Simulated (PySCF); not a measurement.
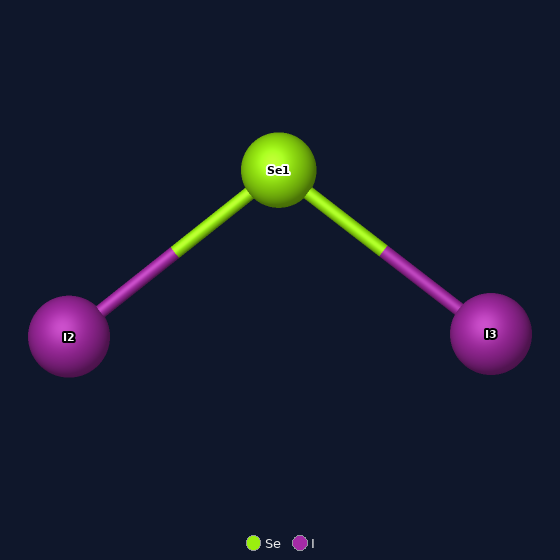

Structure of SeI₂, singlet.

Unscaled harmonic wavenumbers and double-harmonic intensities, PBE0/def2-TZVP (ECP) in PySCF 2.14.0, isolated molecule. The structure is the lowest point that the starts tried gave, with the shape that electron-pair counting expects. Lorentzian lines of 5 cm⁻¹ full width. Close modes add up in the curve.

**Predict the infrared spectrum.**

The most intense lines (point group C2v) lie at 251.9 cm⁻¹ (13.8 km/mol, b2) and 247.5 cm⁻¹ (0.3 km/mol, a1). It has no imaginary mode, so it is a minimum.

```tsv
cm⁻¹	km/mol	symmetry
75.7	0.0	a1
247.5	0.3	a1
251.9	13.8	b2
```

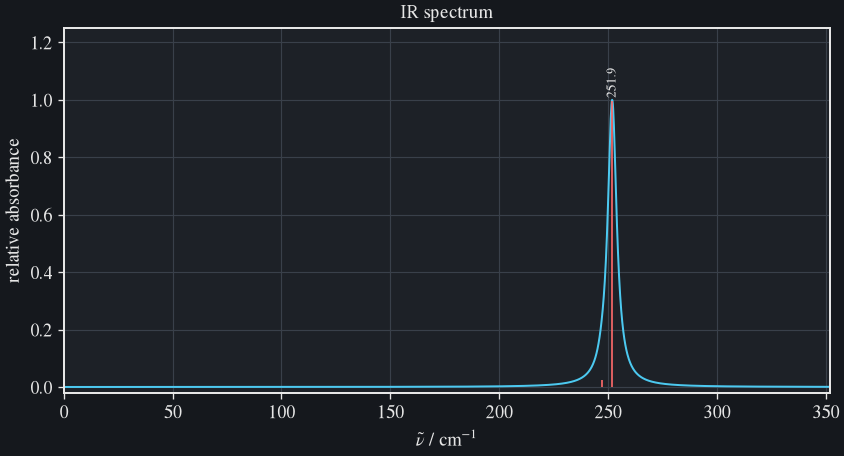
